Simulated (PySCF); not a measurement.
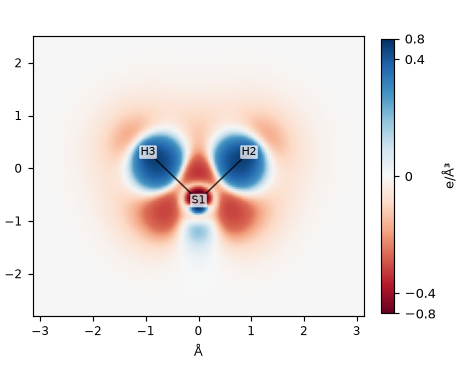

H$_{2}$S, SMILES `S`. Deformation density (molecule less spherical, spin-averaged free atoms) in the molecular plane; colour scale in e/Å³, logarithmic beyond ±0.1; blue: gain, red: loss.

PySCF calculation, PBE/def2-SVP, gas phase; geometry: GFN2-xTB. No frequency check shows the geometry to be a minimum. GFN2-xTB bond lengths at metals and heavier atoms can be off by up to 0.1 Å and shapes distorted, which carries into these values.

> Describe the bonding that the map shows.

S1–H3 and S1–H2: +0.14 e/Å³ at the bond critical point (bond length 1.33 Å, Mayer order 1.0). In all, 0.6 electrons gather in the regions of gain relative to the promolecule. A small or negative value marks a very polar bond, one between electron-rich atoms, whose free-atom densities already overlap strongly, a long bond to a heavier atom, or a closed-shell contact such as a hydrogen bond.

> Where do the Hirshfeld charges lie?

The highest Hirshfeld charge is on H2 and H3 (+0.05 e), the lowest on S1 (−0.10 e).

```csv
atom,charge (e)
S1,−0.10
H2,+0.05
H3,+0.05
```
